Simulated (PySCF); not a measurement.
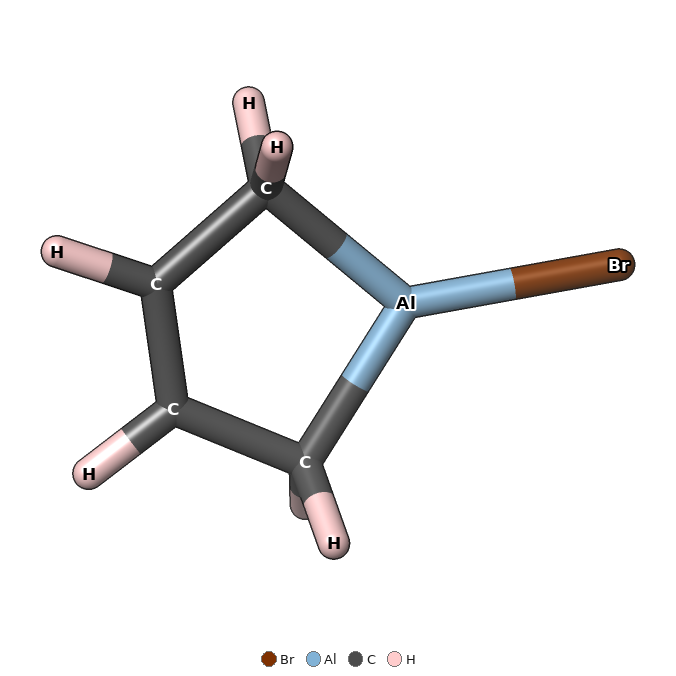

The geometry was computed by an optimisation with PBE0-D3(BJ)/def2-SVP. No frequency run is at hand to confirm it as a minimum. Properties computed with PBE0-D3(BJ)/def2-SVP, gas phase (PySCF 2.14.0).

What does the calculation give?

The species is C₄H₆AlBr (`[Br][Al]1[CH2]C=C[CH2]1`).
- rotational constants: 5.700, 0.852, 0.748 GHz
